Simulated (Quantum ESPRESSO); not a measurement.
**VBr3: spin-resolved density of states**

Aim: the densities of states of VBr3 in the lowest state of several starts.

Calculated with Quantum ESPRESSO 7.5; PBEsol; plane waves with GBRV 1.5 PBEsol potentials, no spin-orbit coupling.

## (1) Set-up

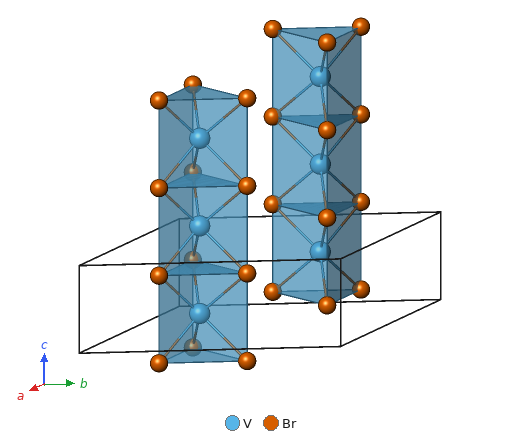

The starting structure, seen slightly off an axis (vanadium blue, bromine orange). 1×1×3 cells are drawn. Some periodic images of atoms are drawn too.

The cell comes from Materials Project 2023-11-01, a database of computed structures, and need not be the stable phase.

## (2) Ground-state run

This state came out lowest in a comparison of starts that is told elsewhere.

Contents of pw.in:

```
&CONTROL
  calculation = 'scf'
  prefix = 'pwscf'
  outdir = './tmp'
  pseudo_dir = './pseudo'
  disk_io = 'low'
/
&SYSTEM
  ibrav = 0
  celldm(1) = 8
  nat = 8
  ntyp = 2
  ecutwfc = 40
  ecutrho = 280
  nbnd = 52
  occupations = 'smearing'
  smearing = 'fd'
  degauss = 0.00367493
  nspin = 2
  starting_magnetization(1) = 0.1538
  starting_magnetization(2) = 0
/
&ELECTRONS
  conv_thr = 1.6d-08
  electron_maxstep = 150
  mixing_beta = 0.3
/
ATOMIC_SPECIES
V      50.9415 v_pbesol_v1.4.uspp.F.UPF
Br     79.9040 br_pbesol_v1.4.uspp.F.UPF
CELL_PARAMETERS alat
   2.3486186182634    0.0000000000000    0.0000000000000
  -1.1743093091435    2.0339633872145    0.0000000000000
   0.0000000000000    0.0000000000000    0.7945105464435
ATOMIC_POSITIONS crystal
V       0.6666666700    0.3333333300    0.2500000000
V       0.3333333300    0.6666666700    0.7500000000
Br      0.4419500000    0.2209750000    0.7500000000
Br      0.7790250000    0.2209750000    0.7500000000
Br      0.7790250000    0.5580500000    0.7500000000
Br      0.5580500000    0.7790250000    0.2500000000
Br      0.2209750000    0.7790250000    0.2500000000
Br      0.2209750000    0.4419500000    0.2500000000
K_POINTS automatic
6 6 6 0 0 0
```

Started as:

```bash
$ OMP_NUM_THREADS=1 mpirun -n 4 pw.x -nk 4 -in pw.in > pw.out
```

The log of the run:

```text
Program PWSCF v.7.5 starts

     Message from routine setup:
     using ibrav=0 with symmetry is DISCOURAGED, use correct ibrav instead

     K-points division:     npool     =       4
     Subspace diagonalization in iterative solution of the eigenvalue problem:

     bravais-lattice index     =            0
     lattice parameter (alat)  =       8.0000  a.u.
     unit-cell volume          =    1943.2347 (a.u.)^3
     number of atoms/cell      =            8
     number of atomic types    =            2
     number of electrons       =        68.00
     number of Kohn-Sham states=           52
     kinetic-energy cutoff     =      40.0000  Ry
     charge density cutoff     =     280.0000  Ry
     scf convergence threshold =      1.6E-08
     mixing beta               =       0.3000
     number of iterations used =            8  plain     mixing
     Exchange-correlation= SLA  PW   PSX  PSC
                           (   1   4  10   8   0   0   0)

     celldm(1)=   8.000000  celldm(2)=   0.000000  celldm(3)=   0.000000
     celldm(4)=   0.000000  celldm(5)=   0.000000  celldm(6)=   0.000000

     crystal axes: (cart. coord. in units of alat)
               a(1) = (   2.348619   0.000000   0.000000 )
               a(2) = (  -1.174309   2.033963   0.000000 )
               a(3) = (   0.000000   0.000000   0.794511 )

     reciprocal axes: (cart. coord. in units 2 pi/alat)
               b(1) = (  0.425782  0.245825 -0.000000 )
               b(2) = (  0.000000  0.491651  0.000000 )
               b(3) = (  0.000000 -0.000000  1.258637 )

     PseudoPot. # 1 for V  read from file:
     v_pbesol_v1.4.uspp.F.UPF
     Pseudo is Ultrasoft + core correction, Zval = 13.0

     PseudoPot. # 2 for Br read from file:
     br_pbesol_v1.4.uspp.F.UPF
     Pseudo is Ultrasoft + core correction, Zval =  7.0

     atomic species   valence    mass     pseudopotential
     V                13.00    50.94150     V ( 1.00)
     Br                7.00    79.90400     Br( 1.00)

     Starting magnetic structure
     atomic species   magnetization
     V               0.154
     Br              0.000

     24 Sym. Ops., with inversion, found (12 have fractional translation)

   Cartesian axes

     site n.     atom                  positions (alat units)
         1        V      tau(   1) = (   1.1743093   0.6779878   0.1986276  )
         2        V      tau(   2) = (  -0.0000000   1.3559756   0.5958829  )
         3        Br     tau(   3) = (   0.7784790   0.4494551   0.5958829  )
         4        Br     tau(   4) = (   1.5701396   0.4494551   0.5958829  )
         5        Br     tau(   5) = (   1.1743093   1.1350533   0.5958829  )
         6        Br     tau(   6) = (   0.3958303   1.5845083   0.1986276  )
         7        Br     tau(   7) = (  -0.3958303   1.5845083   0.1986276  )
         8        Br     tau(   8) = (  -0.0000000   0.8989101   0.1986276  )

     number of k points=    28  Fermi-Dirac smearing, width (Ry)=  0.0037
                       cart. coord. in units 2pi/alat
        k(    1) = (   0.0000000   0.0000000   0.0000000), wk =   0.0046296
        k(    2) = (   0.0000000   0.0000000   0.2097728), wk =   0.0092593
        k(    3) = (   0.0000000   0.0000000   0.4195455), wk =   0.0092593
        k(    4) = (   0.0000000   0.0000000  -0.6293183), wk =   0.0046296
        k(    5) = (   0.0000000   0.0819418   0.0000000), wk =   0.0277778
        [... 23 further k-points ...]

     Dense  grid:   153717 G-vectors     FFT dimensions: ( 108, 108,  36)

     Smooth grid:    66433 G-vectors     FFT dimensions: (  75,  75,  30)

     Check: negative core charge=   -0.000002
     Generating pointlists ...
     new r_m :   0.2498 (alat units)  1.9984 (a.u.) for type    1
     new r_m :   0.2498 (alat units)  1.9984 (a.u.) for type    2

     Initial potential from superposition of free atoms

     starting charge      67.9976, renormalised to      68.0000

     negative rho (up, down):  1.042E-03 7.619E-04
     Starting wfcs are   44 randomized atomic wfcs +    8 random wfcs

     Self-consistent Calculation

     iteration #  1     ecut=    40.00 Ry     beta= 0.30
     Davidson diagonalization with overlap
     ethr =  1.00E-02,  avg # of iterations =  6.5

     Threshold (ethr) on eigenvalues was too large:
     Diagonalizing with lowered threshold

     Davidson diagonalization with overlap
     c_bands:  1 eigenvalues not converged
     ethr =  1.46E-04,  avg # of iterations = 13.5

     negative rho (up, down):  6.948E-04 1.120E-03

     total energy              =    -533.42566221 Ry
     estimated scf accuracy    <       0.13294285 Ry

     total magnetization       =     3.93 Bohr mag/cell
     absolute magnetization    =     4.54 Bohr mag/cell

     iteration #  2     ecut=    40.00 Ry     beta= 0.30
     Davidson diagonalization with overlap
     ethr =  1.96E-04,  avg # of iterations =  2.0

     negative rho (up, down):  5.556E-04 1.314E-03

     total energy              =    -533.43385827 Ry
     estimated scf accuracy    <       0.07299308 Ry

     total magnetization       =     4.00 Bohr mag/cell
     absolute magnetization    =     4.46 Bohr mag/cell

     [... further iterations left out ...]

     iteration # 11     ecut=    40.00 Ry     beta= 0.30
     Davidson diagonalization with overlap
     c_bands:  1 eigenvalues not converged
     ethr =  9.88E-11,  avg # of iterations =  5.1

     negative rho (up, down):  0.000E+00 2.229E-03

     total energy              =    -533.46003554 Ry
     estimated scf accuracy    <       0.00000008 Ry

     total magnetization       =     4.00 Bohr mag/cell
     absolute magnetization    =     4.79 Bohr mag/cell

     iteration # 12     ecut=    40.00 Ry     beta= 0.30
     Davidson diagonalization with overlap
     ethr =  9.88E-11,  avg # of iterations =  3.8

     negative rho (up, down):  0.000E+00 2.229E-03

     Magnetic moment per site  (integrated on atomic sphere of radius R)
     atom   1 (R=0.250)  charge= 10.9846  magn=  1.8578
     atom   2 (R=0.250)  charge= 10.9846  magn=  1.8578
     atom   3 (R=0.250)  charge=  4.8778  magn= -0.0542
     atom   4 (R=0.250)  charge=  4.8778  magn= -0.0542
     atom   5 (R=0.250)  charge=  4.8778  magn= -0.0542
     atom   6 (R=0.250)  charge=  4.8778  magn= -0.0542
     atom   7 (R=0.250)  charge=  4.8778  magn= -0.0542
     atom   8 (R=0.250)  charge=  4.8778  magn= -0.0542

     End of self-consistent calculation

     [... lines left out ...]
     the Fermi energy is     2.5950 ev

!    total energy              =    -533.46003560 Ry
     estimated scf accuracy    <          6.1E-09 Ry
     smearing contrib. (-TS)   =      -0.00426942 Ry
     internal energy E=F+TS    =    -533.45576619 Ry

     The total energy is F=E-TS. E is the sum of the following terms:
     one-electron contribution =    -437.68346777 Ry
     hartree contribution      =     233.39967128 Ry
     xc contribution           =    -156.81229918 Ry
     ewald contribution        =    -172.35967052 Ry

     total magnetization       =     4.00 Bohr mag/cell
     absolute magnetization    =     4.79 Bohr mag/cell

     convergence has been achieved in  12 iterations

=------------------------------------------------------------------------------=
   JOB DONE.
=------------------------------------------------------------------------------=
```

Run time: 2.3 min. Hardware: 4 MPI ranks of Intel Xeon 6975P-C (Granite Rapids), shared host; peak memory 1.4 GiB; 9 min of CPU time.

Spin moment in the atom's sphere by atom:

```csv
atom,spin moment in the atom's sphere (μB)
V1,1.86
V2,1.86
Br3,-0.05
Br4,-0.05
Br5,-0.05
Br6,-0.05
Br7,-0.05
Br8,-0.05
```

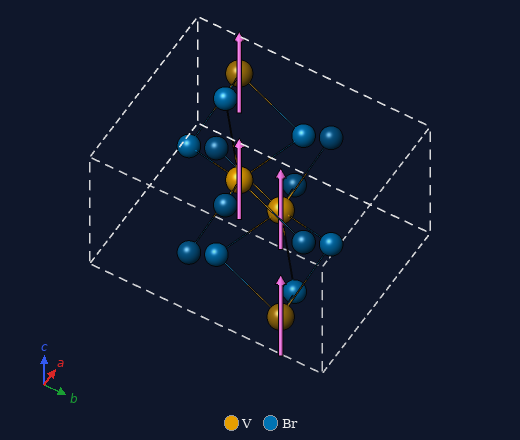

Spin moment in the atom's sphere as arrows, the longest 1.86 μB. Up and down stand for the sign. Arrows give size and sign along the axis of quantisation, drawn up and down the page. Some periodic images of atoms are drawn too.

Numbers from this step:

```yaml
smearing_term_ts: 0.05809 eV
magnetization: 4 μB
absolute_magnetization: 4.792 μB
final_state: ferromagnetic
```

## (3) Post-processing

Contents of projwfc.in:

```
&PROJWFC
  prefix = 'pwscf'
  outdir = './tmp'
  filpdos = 'pdos'
  ngauss = 0
  degauss = 0.01
  DeltaE = 0.05
  Emin = -6.41
  Emax = 7.59
/
```

Started as:

```bash
$ OMP_NUM_THREADS=1 mpirun -n 4 projwfc.x -nk 4 -in projwfc.in > projwfc.out
```

The log of the run:

```text
[banner, memory and clock lines left out]
Program PROJWFC v.7.5 starts

     [... lines left out ...]
     IMPORTANT: XC functional enforced from input :
     Exchange-correlation= PBESOL
                           (   1   4  10   8   0   0   0)
     Any further DFT definition will be discarded
     Please, verify this is what you really want

     G-vector sticks info

     Check: negative core charge=   -0.000002

     negative rho (up, down):  0.000E+00 2.229E-03

     Gaussian broadening (read from input): ngauss,degauss=   0    0.010000

     Calling projwave ....

  Problem Sizes
  natomwfc =           44
  nbnd     =           52
  nkstot   =           56
  npwx     =         8348
  nkb      =          144

     Atomic states used for projection
     (read from pseudopotential files):

     state #   1: atom   1 (V  ), wfc  1 (l=0 m= 1)
     state #   2: atom   1 (V  ), wfc  2 (l=1 m= 1)
     state #   3: atom   1 (V  ), wfc  2 (l=1 m= 2)
     state #   4: atom   1 (V  ), wfc  2 (l=1 m= 3)
     state #   5: atom   1 (V  ), wfc  3 (l=0 m= 1)
     state #   6: atom   1 (V  ), wfc  4 (l=2 m= 1)
     state #   7: atom   1 (V  ), wfc  4 (l=2 m= 2)
     state #   8: atom   1 (V  ), wfc  4 (l=2 m= 3)
     state #   9: atom   1 (V  ), wfc  4 (l=2 m= 4)
     state #  10: atom   1 (V  ), wfc  4 (l=2 m= 5)
     state #  11: atom   2 (V  ), wfc  1 (l=0 m= 1)
     state #  12: atom   2 (V  ), wfc  2 (l=1 m= 1)
     state #  13: atom   2 (V  ), wfc  2 (l=1 m= 2)
     state #  14: atom   2 (V  ), wfc  2 (l=1 m= 3)
     state #  15: atom   2 (V  ), wfc  3 (l=0 m= 1)
     state #  16: atom   2 (V  ), wfc  4 (l=2 m= 1)
     state #  17: atom   2 (V  ), wfc  4 (l=2 m= 2)
     state #  18: atom   2 (V  ), wfc  4 (l=2 m= 3)
     state #  19: atom   2 (V  ), wfc  4 (l=2 m= 4)
     state #  20: atom   2 (V  ), wfc  4 (l=2 m= 5)
     state #  21: atom   3 (Br ), wfc  1 (l=0 m= 1)
     state #  22: atom   3 (Br ), wfc  2 (l=1 m= 1)
     state #  23: atom   3 (Br ), wfc  2 (l=1 m= 2)
     state #  24: atom   3 (Br ), wfc  2 (l=1 m= 3)
     state #  25: atom   4 (Br ), wfc  1 (l=0 m= 1)
     state #  26: atom   4 (Br ), wfc  2 (l=1 m= 1)
     state #  27: atom   4 (Br ), wfc  2 (l=1 m= 2)
     state #  28: atom   4 (Br ), wfc  2 (l=1 m= 3)
     state #  29: atom   5 (Br ), wfc  1 (l=0 m= 1)
     state #  30: atom   5 (Br ), wfc  2 (l=1 m= 1)
     state #  31: atom   5 (Br ), wfc  2 (l=1 m= 2)
     state #  32: atom   5 (Br ), wfc  2 (l=1 m= 3)
     state #  33: atom   6 (Br ), wfc  1 (l=0 m= 1)
     state #  34: atom   6 (Br ), wfc  2 (l=1 m= 1)
     state #  35: atom   6 (Br ), wfc  2 (l=1 m= 2)
     state #  36: atom   6 (Br ), wfc  2 (l=1 m= 3)
     state #  37: atom   7 (Br ), wfc  1 (l=0 m= 1)
     state #  38: atom   7 (Br ), wfc  2 (l=1 m= 1)
     state #  39: atom   7 (Br ), wfc  2 (l=1 m= 2)
     state #  40: atom   7 (Br ), wfc  2 (l=1 m= 3)
     state #  41: atom   8 (Br ), wfc  1 (l=0 m= 1)
     state #  42: atom   8 (Br ), wfc  2 (l=1 m= 1)
     state #  43: atom   8 (Br ), wfc  2 (l=1 m= 2)
     state #  44: atom   8 (Br ), wfc  2 (l=1 m= 3)

 [... projections of the bands left out ...]

Lowdin Charges:

     Atom #   1: total charge =  12.1667, s =  2.5089, p =  5.9991, d =  3.6587,
                 spin up      =   7.1731, s =  1.2714,
                 spin up      =   7.1731, p =  2.9997, pz=  0.9999, px=  0.9999, py=  0.9999,
                 spin up      =   7.1731, d =  2.9021, dz2=  0.9813, dxz=  0.3286, dyz=  0.3286, dx2-y2=  0.6318, dxy=  0.6318,
                 spin down    =   4.9936, s =  1.2376,
                 spin down    =   4.9936, p =  2.9995, pz=  0.9998, px=  0.9998, py=  0.9998,
                 spin down    =   4.9936, d =  0.7566, dz2=  0.0675, dxz=  0.2310, dyz=  0.2310, dx2-y2=  0.1136, dxy=  0.1136,
                 polarization =   2.1795, s =  0.0338, p =  0.0002, d =  2.1455,
     Atom #   2: total charge =  12.1667, s =  2.5089, p =  5.9991, d =  3.6587,
                 spin up      =   7.1731, s =  1.2714,
                 spin up      =   7.1731, p =  2.9997, pz=  0.9999, px=  0.9999, py=  0.9999,
                 spin up      =   7.1731, d =  2.9021, dz2=  0.9813, dxz=  0.3286, dyz=  0.3286, dx2-y2=  0.6318, dxy=  0.6318,
                 spin down    =   4.9936, s =  1.2376,
                 spin down    =   4.9936, p =  2.9995, pz=  0.9998, px=  0.9998, py=  0.9998,
                 spin down    =   4.9936, d =  0.7566, dz2=  0.0675, dxz=  0.2310, dyz=  0.2310, dx2-y2=  0.1136, dxy=  0.1136,
                 polarization =   2.1795, s =  0.0338, p =  0.0002, d =  2.1455,
     Atom #   3: total charge =   7.2220, s =  1.9226, p =  5.2994, d =  0.0000,
                 spin up      =   3.5752, s =  0.9620,
                 spin up      =   3.5752, p =  2.6132, pz=  0.8416, px=  0.8589, py=  0.9127,
                 spin up      =   3.5752, d =  0.0000, dz2=  0.0000, dxz=  0.0000, dyz=  0.0000, dx2-y2=  0.0000, dxy=  0.0000,
                 spin down    =   3.6468, s =  0.9606,
                 spin down    =   3.6468, p =  2.6862, pz=  0.8635, px=  0.8893, py=  0.9333,
                 spin down    =   3.6468, d =  0.0000, dz2=  0.0000, dxz=  0.0000, dyz=  0.0000, dx2-y2=  0.0000, dxy=  0.0000,
                 polarization =  -0.0715, s =  0.0014, p = -0.0730, d =  0.0000,
     Atom #   4: total charge =   7.2220, s =  1.9226, p =  5.2994, d =  0.0000,
                 spin up      =   3.5752, s =  0.9620,
                 spin up      =   3.5752, p =  2.6132, pz=  0.8416, px=  0.8589, py=  0.9127,
                 spin up      =   3.5752, d =  0.0000, dz2=  0.0000, dxz=  0.0000, dyz=  0.0000, dx2-y2=  0.0000, dxy=  0.0000,
                 spin down    =   3.6468, s =  0.9606,
                 spin down    =   3.6468, p =  2.6862, pz=  0.8635, px=  0.8893, py=  0.9333,
                 spin down    =   3.6468, d =  0.0000, dz2=  0.0000, dxz=  0.0000, dyz=  0.0000, dx2-y2=  0.0000, dxy=  0.0000,
                 polarization =  -0.0715, s =  0.0014, p = -0.0730, d =  0.0000,
     Atom #   5: total charge =   7.2220, s =  1.9226, p =  5.2994, d =  0.0000,
                 spin up      =   3.5752, s =  0.9620,
                 spin up      =   3.5752, p =  2.6132, pz=  0.8416, px=  0.9397, py=  0.8319,
                 spin up      =   3.5752, d =  0.0000, dz2=  0.0000, dxz=  0.0000, dyz=  0.0000, dx2-y2=  0.0000, dxy=  0.0000,
                 spin down    =   3.6468, s =  0.9606,
                 spin down    =   3.6468, p =  2.6862, pz=  0.8635, px=  0.9553, py=  0.8673,
                 spin down    =   3.6468, d =  0.0000, dz2=  0.0000, dxz=  0.0000, dyz=  0.0000, dx2-y2=  0.0000, dxy=  0.0000,
                 polarization =  -0.0715, s =  0.0014, p = -0.0730, d =  0.0000,
     Atom #   6: total charge =   7.2220, s =  1.9226, p =  5.2994, d =  0.0000,
                 spin up      =   3.5752, s =  0.9620,
                 spin up      =   3.5752, p =  2.6132, pz=  0.8416, px=  0.8589, py=  0.9127,
                 spin up      =   3.5752, d =  0.0000, dz2=  0.0000, dxz=  0.0000, dyz=  0.0000, dx2-y2=  0.0000, dxy=  0.0000,
                 spin down    =   3.6468, s =  0.9606,
                 spin down    =   3.6468, p =  2.6862, pz=  0.8635, px=  0.8893, py=  0.9333,
                 spin down    =   3.6468, d =  0.0000, dz2=  0.0000, dxz=  0.0000, dyz=  0.0000, dx2-y2=  0.0000, dxy=  0.0000,
                 polarization =  -0.0715, s =  0.0014, p = -0.0730, d =  0.0000,
     Atom #   7: total charge =   7.2220, s =  1.9226, p =  5.2994, d =  0.0000,
                 spin up      =   3.5752, s =  0.9620,
                 spin up      =   3.5752, p =  2.6132, pz=  0.8416, px=  0.8589, py=  0.9127,
                 spin up      =   3.5752, d =  0.0000, dz2=  0.0000, dxz=  0.0000, dyz=  0.0000, dx2-y2=  0.0000, dxy=  0.0000,
                 spin down    =   3.6468, s =  0.9606,
                 spin down    =   3.6468, p =  2.6862, pz=  0.8635, px=  0.8893, py=  0.9333,
                 spin down    =   3.6468, d =  0.0000, dz2=  0.0000, dxz=  0.0000, dyz=  0.0000, dx2-y2=  0.0000, dxy=  0.0000,
                 polarization =  -0.0715, s =  0.0014, p = -0.0730, d =  0.0000,
     Atom #   8: total charge =   7.2220, s =  1.9226, p =  5.2994, d =  0.0000,
                 spin up      =   3.5752, s =  0.9620,
                 spin up      =   3.5752, p =  2.6132, pz=  0.8416, px=  0.9397, py=  0.8319,
                 spin up      =   3.5752, d =  0.0000, dz2=  0.0000, dxz=  0.0000, dyz=  0.0000, dx2-y2=  0.0000, dxy=  0.0000,
                 spin down    =   3.6468, s =  0.9606,
                 spin down    =   3.6468, p =  2.6862, pz=  0.8635, px=  0.9553, py=  0.8673,
                 spin down    =   3.6468, d =  0.0000, dz2=  0.0000, dxz=  0.0000, dyz=  0.0000, dx2-y2=  0.0000, dxy=  0.0000,
                 polarization =  -0.0715, s =  0.0014, p = -0.0730, d =  0.0000,
     Spilling Parameter:   0.0049
```

The job ended after 2.6 s (4 MPI ranks; peak memory 0.5 GiB).

The density of states has structure finer than the step of the table below, so its rows give means over 1 eV, whole bins alone (the curve runs from -9.00 to 5.05 eV). Peaks (eV: height): up -4.4: 6.36, -3.9: 7.66, -2.7: 7.35, -0.1: 7.45; down -3.7: 8.72, -2.3: 8.61, 1.6: 10, 2.0: 11.6; V1 d up -3.9: 0.66, -2.7: 1, -0.1: 2.99, 1.0: 2.13; V1 d down 1.6: 4.3, 2.0: 4.58; Br3 p up -4.4: 0.88, -3.8: 1.06, -3.0: 0.987, -2.2: 0.855.

Gaussian broadening of 0.136 eV on the SCF mesh. Density of states against energy, zero at the Fermi level; means over each step; values in states/eV/cell:

| energy (eV) | up | down | V1 d up | V1 d down | Br3 p up | Br3 p down |
| --- | --- | --- | --- | --- | --- | --- |
| -7 | 0 | 0 | 0 | 0 | 0 | 0 |
| -6 | 0.730 | 0.162 | 0.0330 | 0.00451 | 0.0910 | 0.0216 |
| -5 | 3.05 | 2.97 | 0.144 | 0.0664 | 0.413 | 0.419 |
| -4 | 5.19 | 5.65 | 0.404 | 0.282 | 0.714 | 0.831 |
| -3 | 5.32 | 4.25 | 0.511 | 0.186 | 0.696 | 0.630 |
| -2 | 3.64 | 4.94 | 0.0933 | 0.166 | 0.573 | 0.764 |
| -1 | 1.18 | 0.0348 | 0.448 | 2.6e-5 | 0.0411 | 0.00578 |
| 0 | 4.88 | 7.4e-4 | 1.94 | 3.1e-4 | 0.153 | 4.0e-6 |
| 1 | 3.52 | 1.99 | 1.15 | 0.867 | 0.186 | 0.0261 |
| 2 | 0.486 | 7.49 | 0.156 | 3.06 | 0.0262 | 0.191 |
| 3 | 0.00550 | 0.515 | 3.0e-6 | 0.190 | 8.9e-5 | 0.0192 |
| 4 | 0.313 | 0.156 | 3.4e-4 | 3.5e-4 | 0.00617 | 0.00209 |

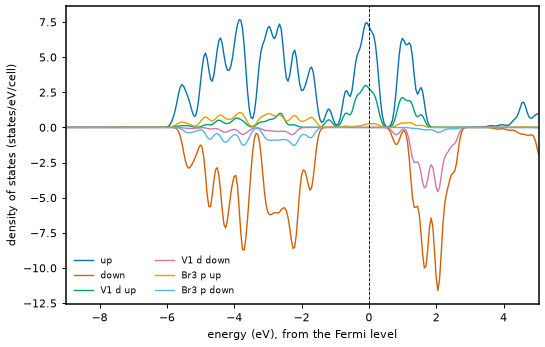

Density of states against energy. Down spins are drawn negative.

## (4) Summary of results

| Property | Result |
| --- | --- |
| state | ferromagnetic |
| largest moment in a sphere | 1.86 μB |

The most distinct maxima of the density of states (up) lie at -4.40, -3.85, -2.65, -0.05 and 1.00 eV, the highest at -3.85 eV. These are Kohn–Sham states without spin–orbit coupling, on the mesh of the self-consistent run. No Hubbard term acts here. In such compounds local and semilocal functionals without one often delocalise the d electrons, and can shrink or lose moments and miss the size, sign and order of the couplings. The smearing term is large for its width, so states at the Fermi level are partly filled: at this level the cell is a metal or has a gap of a few widths at most.

[Logs and program files are shortened in this print: banners, set-up blocks, solver, clock and traceback lines can be left out without a mark of their own.]

[Logs are printed without paths, hosts, clocks, repeated set-up lines and the standing remarks that a program may print on its own settings, such as how far it seeks lower states.]

[Hosts, paths, dates, database ids (printed as entryN), source tags and the programs' standing remarks are cut or masked in the printed files.]

[Where a cell is said to come from a database of computed structures, the database is the Materials Project.]
